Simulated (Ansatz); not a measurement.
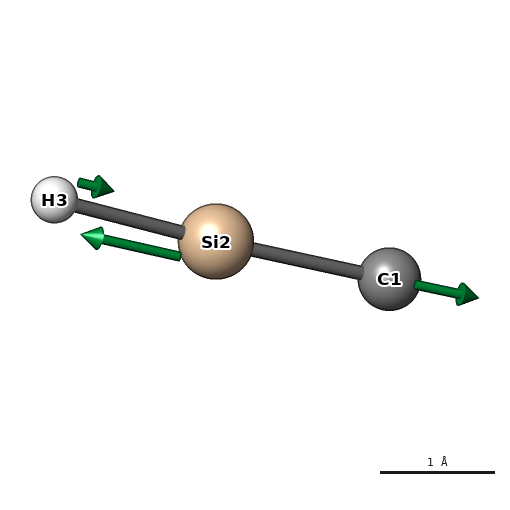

Arrows show the forces on the atoms, 0.7 Å of arrow for 1 eV/Å; forces under a tenth of the largest aren't drawn. Charge −1, singlet. Level of theory: revPBE-D4/def2-TZVPPD (Ansatz 0.2.0).

On which atom is the force largest, and how large is it?

Answer. On Si2: 1.38 eV/Å.

Which bond do the forces act along most?

Answer. C1–Si2, now 1.681 Å: the forces push its atoms apart, so a first step downhill lengthens it.

List the force components in the frame of the picture (x right, y up, z towards the viewer), in eV/Å.

```tsv
atom	Fx	Fy	Fz
C1	0.80	−0.17	−0.32
Si2	−1.26	0.28	0.50
H3	0.45	−0.11	−0.19
```
